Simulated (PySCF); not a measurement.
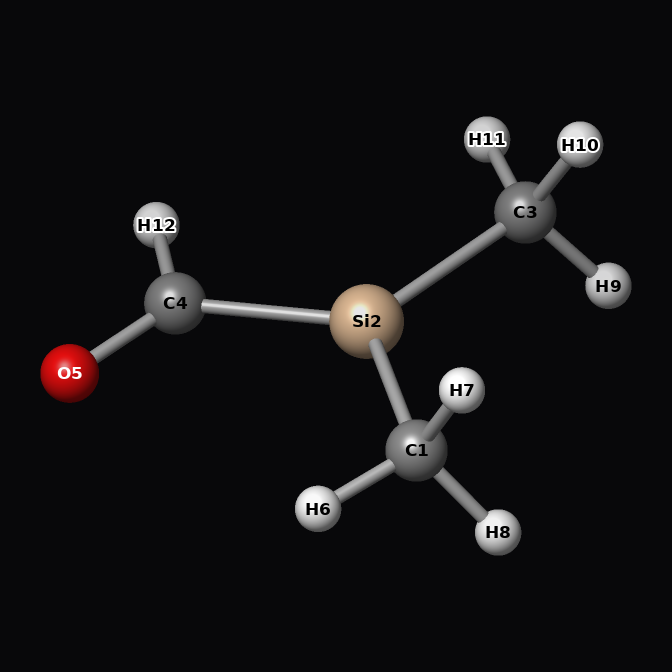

Charge 0, doublet. The geometry was computed by an optimisation with GFN2-xTB. No frequency run is at hand to confirm it as a minimum. Method: UKS B3LYP, pcH-1 on C H O Si, non-relativistic (PySCF 2.14.0). Fermi-contact and spin-dipolar terms alone, no spin-orbit part.

**Which nucleus has the largest dipolar (anisotropic) hyperfine coupling?**

29Si at Si2: principal values −153.9, 76.7, 77.2 MHz.

List the isotropic and dipolar parts for the most strongly coupled nuclei, one of each equivalent set. Atoms whose distances differ by more than 0.02 Å in this geometry are listed apart.

| atom | isotope | a_iso (MHz) | dipolar part (MHz) |
| --- | --- | --- | --- |
| Si2 | 29Si | −126.0 | −153.9, 76.7, 77.2 |
| O5 | 17O | −19.5 | −87.0, 42.0, 45.0 |
| H12 | 1H | −11.6 | −2.4, −2.0, 4.4 |
| H10 | 1H | 38.7 | −2.5, −1.7, 4.3 |
| H9 | 1H | 41.4 | −2.6, −1.7, 4.3 |
| H7 | 1H | 37.2 | −2.4, −1.8, 4.2 |
| H8 | 1H | 35.9 | −2.4, −1.8, 4.2 |
| H11 | 1H | 1.0 | −2.5, −1.4, 3.9 |

The geometry is semi-empirical. Around Si such bond lengths and angles can be off by a tenth of an ångström or more and by several degrees, and values that hang on the shape move with them.
